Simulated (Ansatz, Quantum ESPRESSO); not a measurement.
# The work function of Cd(0001), 4 layers, one monolayer of N on hcp sites, level by level, part 2 of 6

Wanted: work functions and the surface dipole of Cd(0001), 4 layers, one monolayer of N on hcp sites at several levels, with their cost.

Quantum ESPRESSO 7.5; plane-wave DFT, PBE, GBRV ultrasoft pseudopotentials; geometry and cross-check by Ansatz 0.2.0 with PAW datasets.

So far. Step 2 (Relaxation with Ansatz): The relaxation lowers the energy by 3 meV an atom. Held were the atoms numbered 1 and 2; the forces quoted are those on the free ones.

**3. Ground state**

The two faces differ, so the slab has a dipole. tefield with eamp = 0 and dipfield cancel the false field of the periodic images; the ramp (emaxpos, eopreg) must lie in the vacuum. pw.x drops all symmetry for this, which costs k-points.

Level of this step: plane-wave DFT, PBE, GBRV ultrasoft pseudopotentials (Quantum ESPRESSO 7.5).

Input file scf.in:

```
&control
  prefix = 'scf'
  outdir = './out'
  pseudo_dir = './pseudo'
  calculation = 'scf'
  tprnfor = .true.
  tefield = .true.
  dipfield = .true.
/
&system
  ibrav = 0
  nat = 5
  ntyp = 2
  ecutwfc = 40
  ecutrho = 200
  occupations = 'smearing'
  smearing = 'mv'
  degauss = 0.02
  edir = 3
  emaxpos = 0.97
  eopreg = 0.04
  eamp = 0.0
/
&electrons
  conv_thr = 1e-07
  mixing_beta = 0.4
  electron_maxstep = 120
  mixing_mode = 'local-TF'
/
ATOMIC_SPECIES
  Cd  112.4140  cd_pbe_v1.uspp.F.UPF
  N   14.0070  n_pbe_v1.2.uspp.F.UPF
CELL_PARAMETERS angstrom
  2.98000000001292 0.00000000000000 0.00000000000000
  1.49000000000646 2.58075570328881 0.00000000000000
  0.00000000000000 0.00000000000000 27.43042000000000
ATOMIC_POSITIONS crystal
  Cd  0.666666666667 0.666666666667 0.302583773800
  Cd  -0.000000000000 -0.000000000000 0.405029890200
  Cd  0.666666666667 0.666666666667 0.510063202295
  Cd  -0.000000000000 -0.000000000000 0.612021757273
  N   0.666666666667 0.666666666667 0.661318285454
K_POINTS automatic
  12 12 1 0 0 0
```

Run with:

```
OMP_NUM_THREADS=1 mpirun -n 4 pw.x -nk 4 -in scf.in > scf.out
```

Log:

```text
Program PWSCF v.7.5 starts
[citation notice left out]

     Parallel version (MPI & OpenMP), running on       4 processor cores
     Number of MPI processes:                 4
     Threads/MPI process:                     1

     MPI processes distributed on     1 nodes
[...]
Current dimensions of program PWSCF are:
     Max number of different atomic species (ntypx) = 10
     Max number of k-points (npk) =  40000
     Max angular momentum in pseudopotentials (lmaxx) =  4
     Presently no symmetry can be used with electric field

     K-points division:     npool     =       4
     Subspace diagonalization in iterative solution of the eigenvalue problem:
     a serial algorithm will be used

     G-vector sticks info
     --------------------
     sticks:   dense  smooth     PW     G-vecs:    dense   smooth      PW
     Sum         433     349    121                67997    48665    9673

     Using Slab Decomposition

     bravais-lattice index     =            0
     lattice parameter (alat)  =       5.6314  a.u.
     unit-cell volume          =    1423.6139 (a.u.)^3
     number of atoms/cell      =            5
     number of atomic types    =            2
     number of electrons       =        53.00
     number of Kohn-Sham states=           32
     kinetic-energy cutoff     =      40.0000  Ry
     charge density cutoff     =     200.0000  Ry
     scf convergence threshold =      1.0E-07
     mixing beta               =       0.4000
     number of iterations used =            8  local-TF  mixing
     Exchange-correlation= SLA  PW   PBE  PBE
                           (   1   4   3   4   0   0   0)

     celldm(1)=   5.631384  celldm(2)=   0.000000  celldm(3)=   0.000000
     celldm(4)=   0.000000  celldm(5)=   0.000000  celldm(6)=   0.000000

     crystal axes: (cart. coord. in units of alat)
               a(1) = (   1.000000   0.000000   0.000000 )
               a(2) = (   0.500000   0.866025   0.000000 )
               a(3) = (   0.000000   0.000000   9.204839 )

     reciprocal axes: (cart. coord. in units 2 pi/alat)
               b(1) = (  1.000000 -0.577350  0.000000 )
               b(2) = (  0.000000  1.154701  0.000000 )
               b(3) = (  0.000000  0.000000  0.108639 )

     PseudoPot. # 1 for Cd read from file:
     ./pseudo/cd_pbe_v1.uspp.F.UPF
     Pseudo is Ultrasoft + core correction, Zval = 12.0
     Generated by new atomic code, or converted to UPF format
     Using radial grid of  889 points,  6 beta functions with:
                l(1) =   0
                l(2) =   0
                l(3) =   1
                l(4) =   1
                l(5) =   2
                l(6) =   2
     Q(r) pseudized with  6 coefficients,  rinner =    1.000   1.000   1.000
                                                       1.000   1.000

     PseudoPot. # 2 for N  read from file:
     ./pseudo/n_pbe_v1.2.uspp.F.UPF
     Pseudo is Ultrasoft + core correction, Zval =  5.0
     Generated by new atomic code, or converted to UPF format
     Using radial grid of  729 points,  4 beta functions with:
                l(1) =   0
                l(2) =   0
                l(3) =   1
                l(4) =   1
     Q(r) pseudized with  8 coefficients,  rinner =    0.900   0.900   0.900

     atomic species   valence    mass     pseudopotential
     Cd               12.00   112.41400     Cd( 1.00)
     N                 5.00    14.00700     N ( 1.00)

     No symmetry found

   Cartesian axes

     site n.     atom                  positions (alat units)
         1        Cd     tau(   1) = (   1.0000000   0.5773503   2.7852349  )
         2        Cd     tau(   2) = (   0.0000000   0.0000000   3.7282349  )
         3        Cd     tau(   3) = (   1.0000000   0.5773503   4.6950496  )
         4        Cd     tau(   4) = (   0.0000000   0.0000000   5.6335617  )
         5        N      tau(   5) = (   1.0000000   0.5773503   6.0873283  )

     number of k points=    74  Marzari-Vanderbilt smearing, width (Ry)=  0.0200
                       cart. coord. in units 2pi/alat
        k(    1) = (   0.0000000   0.0000000   0.0000000), wk =   0.0138889
        k(    2) = (   0.0000000   0.0962250   0.0000000), wk =   0.0277778
        k(    3) = (   0.0000000   0.1924501   0.0000000), wk =   0.0277778
        k(    4) = (   0.0000000   0.2886751   0.0000000), wk =   0.0277778
        k(    5) = (   0.0000000   0.3849002   0.0000000), wk =   0.0277778
        k(    6) = (   0.0000000   0.4811252   0.0000000), wk =   0.0277778
        k(    7) = (   0.0000000  -0.5773503   0.0000000), wk =   0.0138889
        k(    8) = (   0.0833333  -0.0481125   0.0000000), wk =   0.0277778
        k(    9) = (   0.0833333   0.0481125   0.0000000), wk =   0.0277778
        k(   10) = (   0.0833333   0.1443376   0.0000000), wk =   0.0277778
[...]
k(   74) = (  -0.5000000  -0.2886751   0.0000000), wk =   0.0138889

     Dense  grid:    67997 G-vectors     FFT dimensions: (  25,  25, 240)

     Smooth grid:    48665 G-vectors     FFT dimensions: (  24,  24, 216)

     Estimated max dynamical RAM per process >     160.97 MB

     Estimated total dynamical RAM >     594.06 MB

     Check: negative core charge=   -0.000001

     Initial potential from superposition of free atoms

     starting charge      50.9998, renormalised to      53.0000

     negative rho (up, down):  8.985E-02 0.000E+00

     Adding external electric field

     Computed dipole along edir(3) :
        Dipole               -2.0724 Ry au,         -5.2676 Debye
        Dipole field         -0.0183 Ry au,

        Potential amp.        1.8207 Ry
        Total length         49.7625 bohr

     Starting wfcs are   40 randomized atomic wfcs

     total cpu time spent up to now is        3.5 secs

     per-process dynamical memory:   104.4 Mb

     Self-consistent Calculation

     iteration #  1     ecut=    40.00 Ry     beta= 0.40
     Davidson diagonalization with overlap
     ethr =  1.00E-02,  avg # of iterations =  8.5

     negative rho (up, down):  3.335E-01 0.000E+00

     Adding external electric field

     Computed dipole along edir(3) :
        Dipole                9.1094 Ry au,         23.1538 Debye
        Dipole field          0.0804 Ry au,

        Potential amp.       -8.0028 Ry
        Total length         49.7625 bohr

     total cpu time spent up to now is       16.0 secs

     total energy              =    -411.56005710 Ry
     estimated scf accuracy    <    1520.52560933 Ry

     iteration #  2     ecut=    40.00 Ry     beta= 0.40
[...]
Dipole                0.3396 Ry au,          0.8632 Debye
[...]
total energy              =    -478.86543208 Ry
     estimated scf accuracy    <       0.53253683 Ry

     iteration # 14     ecut=    40.00 Ry     beta= 0.40
[...]
negative rho (up, down):  1.437E-01 0.000E+00

[...]
Dipole                0.3894 Ry au,          0.9897 Debye
[...]
total energy              =    -478.88621316 Ry
     estimated scf accuracy    <       1.22806893 Ry

[...]
iteration # 28     ecut=    40.00 Ry     beta= 0.40
[...]
negative rho (up, down):  9.292E-02 0.000E+00

[...]
Dipole               -0.3065 Ry au,         -0.7791 Debye
[...]
total energy              =    -478.71886112 Ry
     estimated scf accuracy    <       0.00545220 Ry

     iteration # 29     ecut=    40.00 Ry     beta= 0.40
[...]
negative rho (up, down):  9.040E-02 0.000E+00

[...]
Dipole               -0.3065 Ry au,         -0.7790 Debye
[...]
total energy              =    -478.71887800 Ry
     estimated scf accuracy    <       0.00011200 Ry

     iteration # 30     ecut=    40.00 Ry     beta= 0.40
[...]
negative rho (up, down):  8.973E-02 0.000E+00

[...]
Dipole               -0.3096 Ry au,         -0.7870 Debye
[...]
total energy              =    -478.71887816 Ry
     estimated scf accuracy    <       0.00012536 Ry

     iteration # 31     ecut=    40.00 Ry     beta= 0.40
[...]
negative rho (up, down):  8.900E-02 0.000E+00

[...]
Dipole               -0.3130 Ry au,         -0.7957 Debye
[...]
total energy              =    -478.71889787 Ry
     estimated scf accuracy    <       0.00001509 Ry

     iteration # 32     ecut=    40.00 Ry     beta= 0.40
[...]
negative rho (up, down):  8.843E-02 0.000E+00

[...]
Dipole               -0.3143 Ry au,         -0.7989 Debye
[...]
total energy              =    -478.71889765 Ry
     estimated scf accuracy    <       0.00000284 Ry

     iteration # 33     ecut=    40.00 Ry     beta= 0.40
[...]
negative rho (up, down):  8.828E-02 0.000E+00

[...]
Dipole               -0.3151 Ry au,         -0.8010 Debye
[...]
total energy              =    -478.71889796 Ry
     estimated scf accuracy    <       0.00000316 Ry

     iteration # 34     ecut=    40.00 Ry     beta= 0.40
[...]
negative rho (up, down):  8.819E-02 0.000E+00

[...]
Dipole               -0.3162 Ry au,         -0.8038 Debye
[...]
total energy              =    -478.71889770 Ry
     estimated scf accuracy    <       0.00001016 Ry

     iteration # 35     ecut=    40.00 Ry     beta= 0.40
[...]
negative rho (up, down):  8.819E-02 0.000E+00

[...]
Dipole               -0.3157 Ry au,         -0.8025 Debye
[...]
End of self-consistent calculation

          k = 0.0000 0.0000 0.0000 (  6081 PWs)   bands (ev):

   -12.6197  -8.1451  -8.0402  -7.8629  -7.5717  -7.5717  -7.5317  -7.5317
    -7.4589  -7.3456  -7.3456  -7.1544  -7.1544  -6.9850  -6.9850  -6.8827
    -6.8827  -6.7554  -6.7148  -6.7148  -6.3954  -6.3954  -5.7309  -4.0040
    -1.9639   0.0266   1.8744   2.5041   2.5041   4.2855   5.3180   6.4832

          k = 0.0000 0.0962 0.0000 (  6101 PWs)   bands (ev):

   -12.5585  -8.0746  -7.9706  -7.7946  -7.6002  -7.5572  -7.5095  -7.4700
    -7.4009  -7.3720  -7.2846  -7.1839  -7.0944  -7.0452  -6.9986  -6.9765
    -6.8912  -6.8211  -6.7212  -6.6316  -6.4082  -6.4070  -5.5129  -3.8203
    -1.8427   0.1731   2.0064   2.2200   2.4570   4.4606   5.4884   6.6555

          k = 0.0000 0.1925 0.0000 (  6106 PWs)   bands (ev):

   -12.3930  -7.9578  -7.8600  -7.6856  -7.6383  -7.5766  -7.4012  -7.3534
    -7.3361  -7.2986  -7.2523  -7.1559  -7.1230  -7.0678  -7.0467  -6.9772
    -6.9282  -6.8967  -6.7387  -6.6570  -6.4348  -5.9992  -4.9655  -3.3149
    -1.5197   0.5897   1.4903   2.3248   2.5087   4.9375   5.9778   7.1479

          k = 0.0000 0.2887 0.0000 (  6122 PWs)   bands (ev):

   -12.1730  -8.0138  -7.9200  -7.7401  -7.5965  -7.5861  -7.4408  -7.3786
    -7.3482  -7.1466  -7.1308  -7.0922  -7.0918  -7.0512  -6.9573  -6.8633
    -6.8465  -6.7615  -6.7179  -6.6174  -6.4137  -5.1189  -4.1092  -2.5474
    -1.0905   0.5653   1.4690   2.1346   3.2451   5.6694   6.7545   7.8842

          k = 0.0000 0.3849 0.0000 (  6062 PWs)   bands (ev):

   -11.9635  -8.1437  -8.0547  -7.8747  -7.7610  -7.6783  -7.5547  -7.4258
    -7.2504  -7.1782  -7.0479  -7.0225  -6.9306  -6.8310  -6.8027  -6.7569
    -6.7104  -6.6656  -6.5909  -6.3693  -6.2296  -3.8215  -2.9272  -1.6805
    -0.7173   0.2797   1.9301   2.3714   4.2090   5.1411   6.0711   6.5604

          k = 0.0000 0.4811 0.0000 (  6084 PWs)   bands (ev):

   -11.8196  -8.2472  -8.1597  -7.9814  -7.8900  -7.7799  -7.6433  -7.5044
    -7.2179  -7.1489  -7.0476  -6.9312  -6.8189  -6.7775  -6.6935  -6.6099
    -6.6017  -6.5750  -6.3921  -6.1040  -6.0245  -2.2504  -1.8411  -1.0515
    -0.0303   0.8149   1.7690   2.6503   3.3781   3.5186   5.0112   5.4833

[...]
the Fermi energy is     1.6073 ev

!    total energy              =    -478.71889788 Ry
     estimated scf accuracy    <       0.00000004 Ry
     smearing contrib. (-TS)   =      -0.00013790 Ry
     internal energy E=F+TS    =    -478.71875998 Ry

     The total energy is F=E-TS. E is the sum of the following terms:
     one-electron contribution =   -3604.16145003 Ry
     hartree contribution      =    1836.23500508 Ry
     xc contribution           =    -162.60946916 Ry
     ewald contribution        =    1451.81627421 Ry
     electric field correction =       0.00087994 Ry

     convergence has been achieved in  35 iterations

     negative rho (up, down):  8.819E-02 0.000E+00

     Forces acting on atoms (cartesian axes, Ry/au):

     atom    1 type  1   force =    -0.00000130   -0.00000096   -0.00430888
     atom    2 type  1   force =    -0.00000051    0.00000124    0.00425678
     atom    3 type  1   force =     0.00000144    0.00000209    0.00004601
     atom    4 type  1   force =     0.00000049   -0.00000198   -0.00523651
     atom    5 type  2   force =    -0.00000013   -0.00000039    0.00524258

     Total force =     0.009570     Total SCF correction =     0.000854

[...]
=------------------------------------------------------------------------------=
   JOB DONE.
=------------------------------------------------------------------------------=
[key lines of the parts left out:]
Dipole field         -0.0028 Ry au,
```

Wall time 6.1 min (4 MPI ranks of Arm Neoverse V1, shared host); peak memory 0.74 GiB; 24 min of CPU time.

Numbers from this step:

- free energy: -6513.3024 eV
- Fermi energy: 1.607 eV
- dipole along the normal: -0.1671 e·Å

The program's own clock; routines nest. Time by routine:

```csv
routine,wall time (s),calls
PWSCF,366,1
electrons,361.7,1
c_bands,306.1,35
cegterg,278.6,665
h_psi,211.2,3703
fftw,193.1,159748
vloc_psi,181.2,3703
sum_band,38.15,35
calbec,19.43,4444
h_psi:calbec,14.68,3703
add_vuspsi,14.67,3703
s_psi,14.52,3703
mix_rho,12.16,35
ffts,7.88,3725
```

The run needed 35 iterations to bring the estimated error under 1e-07 Ry; the largest force on any atom, held or free, is 0.13 eV/Å.

**4. Potential by pp.x**

The vacuum level is read from the electrostatic potential (plot_num = 11), averaged over planes.

Input file pot.in:

```
&inputpp
  prefix = 'scf'
  outdir = './out'
  filplot = 'pot.dat'
  plot_num = 11
/
```

Run with:

```
OMP_NUM_THREADS=1 mpirun -n 4 pp.x -in pot.in > pot.out
```

Log:

```text
[banner, memory and clock lines left out]
Program POST-PROC v.7.5 starts

          URL

     ./out/scf.save/

     IMPORTANT: XC functional enforced from input :
     Exchange-correlation= PBE
                           (   1   4   3   4   0   0   0)
     Any further DFT definition will be discarded
     Please, verify this is what you really want

     Check: negative core charge=   -0.000001

     negative rho (up, down):  8.819E-02 0.000E+00

     Adding external electric field

     Computed dipole along edir(3) :
        Dipole               -0.3157 Ry au,         -0.8025 Debye
        Dipole field         -0.0028 Ry au,

        Potential amp.        0.2774 Ry
        Total length         49.7625 bohr

     Calling punch_plot, plot_num =  11

     Adding external electric field

     Computed dipole along edir(3) :
        Dipole               -0.3157 Ry au,         -0.8025 Debye
        Dipole field         -0.0028 Ry au,

        Potential amp.        0.2774 Ry
        Total length         49.7625 bohr

     Writing data to file  pot.dat
     Message from routine chdens:
     namelist plot not found or invalid, exiting
```

It took 0.93 s on 4 MPI ranks; peak memory 0.09 GiB; 3.4 s of CPU time.

Numbers from this step:

```
work function of the upper face                                       : 7.781 eV
slope of the potential above                                          : 8.45e-6 eV/Å
upper vacuum line continued to the top atoms, over the Fermi level    : 7.781 eV
work function of the lower face                                       : 3.850 eV
slope of the potential below                                          : -2.01e-4 eV/Å
lower vacuum line continued to the bottom atoms, over the Fermi level : 3.849 eV
```

The potential energy, planar mean oscillates, so the rows of the table below give means over windows of 2 Å about each position, cut where the curve ends. Its maxima inside the range that stand out by 2 % of the span (Å: eV): 9.7: 1.26, 12.6: 1.48, 15.4: 1.21, 17.7: -4.80, 24.6: 7.78. Its minima: 8.3: -13.8, 11.1: -14.0, 13.9: -14.0, 16.8: -13.6, 18.1: -7.94.

Electrostatic potential energy of an electron, with the sawtooth; zero at the Fermi level. Potential energy, planar mean against z; means over each step:

```csv
z (Å),"potential energy, planar mean (eV)"
0,3.99
2,3.85
4,3.85
6,3.49
8,-7.64
10,-3.63
12,-4.64
14,-8.45
16,-5.30
18,-4.13
20,7.58
22,7.78
24,7.78
26,7.64
```

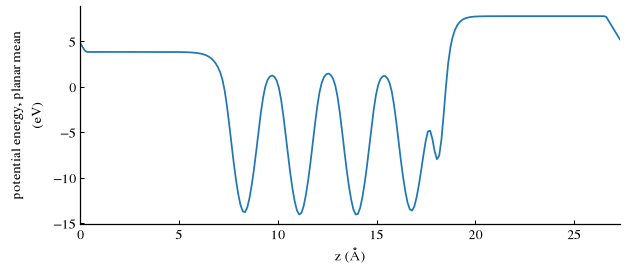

Potential energy, planar mean, plotted against z.

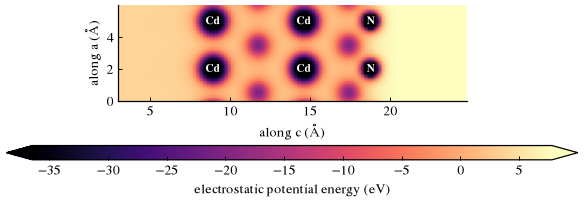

Electrostatic potential energy in the ca plane at fractional y = 0.667, with atoms of Cd and N within 0.2 Å of it. With pseudopotentials it is smooth inside the atoms' cores, unlike the true potential. The far vacuum is left out of the map.

The vacuum is flat to 0.2 meV/Å, so its level is well defined. Inside the slab the curve depends on the local part of the pseudopotentials; only the vacuum level has a meaning of its own.

**5. Macroscopic average**

A running mean over one period damps the atomic wiggles and leaves the mean of this pseudopotential's potential.

Input file avg.in:

```
1
pot.dat
1.0
390
3
5.3103949719
```

Run with:

```
OMP_NUM_THREADS=1 average.x < avg.in > avg.out
```

Log:

```text
[banner, memory and clock lines left out]
Program AVERAGE v.7.5 starts

          URL

     Reading header from file  pot.dat
     Reading data from file  pot.dat
     Output written to file avg.dat

[...]
```

Wall time 0.52 s (1 MPI rank); peak memory 0.1 GiB.

The potential energy (planar mean) oscillates, so the rows of the table below give means over windows of 2 Å about each position, cut where the curve ends. Its maxima inside the range that stand out by 2 % of the span (Å: eV): 9.7: 1.26, 12.5: 1.47, 15.4: 1.22, 17.7: -4.71, 26.4: 7.79. Its minima: 8.3: -13.8, 11.1: -14.0, 14.0: -14.1, 16.7: -13.6, 18.1: -7.98.

Electrostatic potential energy of an electron, with the sawtooth; zero at the Fermi level; window 2.8101 Å. Potential energy against z; means over each step:

```csv
z (Å),planar mean (eV),running mean (eV)
0,3.99,4.73
2,3.85,3.88
4,3.85,3.84
6,3.49,2.42
8,-7.66,-4.89
10,-3.61,-5.73
12,-4.64,-5.56
14,-8.47,-5.86
16,-5.30,-6.06
18,-4.13,-3.42
20,7.59,6.40
22,7.78,7.78
24,7.78,7.78
26,7.64,7.22
```

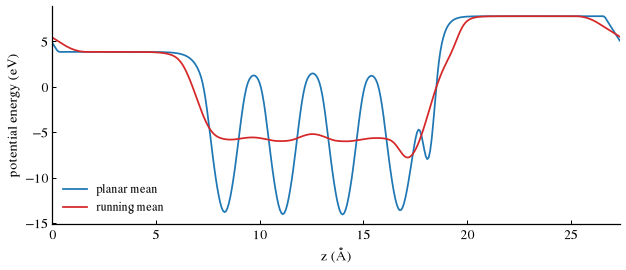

Potential energy against z.

Where the running mean is not flat inside, average.x's window, rounded to the grid, doesn't match the spacings there.

[end of part 2 of 6]

[Logs are printed without paths, hosts, clocks, repeated set-up lines and the standing remarks that a program may print on its own settings, such as how far it seeks lower states.]

[Hosts, paths, dates, database ids (printed as entryN), source tags and the programs' standing remarks are cut or masked in the printed files.]

[Maps of the electrostatic potential energy from Ansatz leave out the sawtooth potential of an applied field or a dipole correction, so their vacuum need not be flat; planar profiles and work functions include it.]
